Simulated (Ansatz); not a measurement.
One crystal and one scan (scan of one atom of the cell) at two levels, PBE (plane waves to 420 eV, PAW, scalar-relativistic; Ansatz, a program for electronic structure) and PBEsol (plane waves to 420 eV, PAW, scalar-relativistic; Ansatz), each from its own relaxed cell and on its own mesh. The cell shown is that of PBE.

PbS (rock salt)

```
CELL_PARAMETERS angstrom
      0.00000     6.00891     6.00891
      3.00445     0.00000     3.00445
      3.00445     3.00445     0.00000
ATOMIC_POSITIONS crystal
  S  0.00000 0.00000 0.00000
  S  0.50000 0.00000 0.00000
  Pb 0.25000 0.50000 0.50000
  Pb 0.75000 0.50000 0.50000
```

In each cell atom 2 (S, nearest neighbour Pb at 3.004 Å; its periodic images, 4.2 Å or more away, move with it) moves by s·(0.000, 0.000, 1.000) (along Cartesian z), the rest being held.

The energy includes the smearing's −TS. PbS was relaxed with its symmetry unable to fall. Spin-orbit coupling is left out, though Pb is heavy. Percentages come from the unrounded values.

```
quantity                                                            PBE  PBEsol     PBE − PBEsol
----------------------------------------------------------------  -----  ------  ---------------
Lattice constant a (Å)                                            6.009   5.903  +0.106 (+1.8 %)
Band gap of the relaxed cell, no spin-orbit coupling (eV)          0.49    0.19            +0.30
Force constant k = d²E/ds² at s = 0 (finite differences) (eV/Å²)   2.38    2.79    -0.41 (-15 %)
```

PBE gives the higher value for: lattice constant a; band gap of the relaxed cell, no spin-orbit coupling. PBE gives the lower value for: force constant k = d²E/ds² at s = 0. Both give the same shape of the curve: a single well with its minimum at or next to zero displacement. Neither level is exact: the differences show how much the result hangs on the functional.

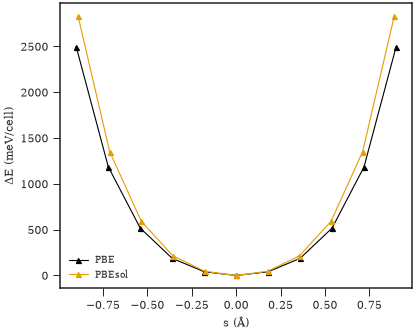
*ΔE, each from the undisplaced structure of its own level.*

(For displaced atoms, the force is minus the slope of the energy, and its curvature is a force constant, which sets phonon frequencies.)
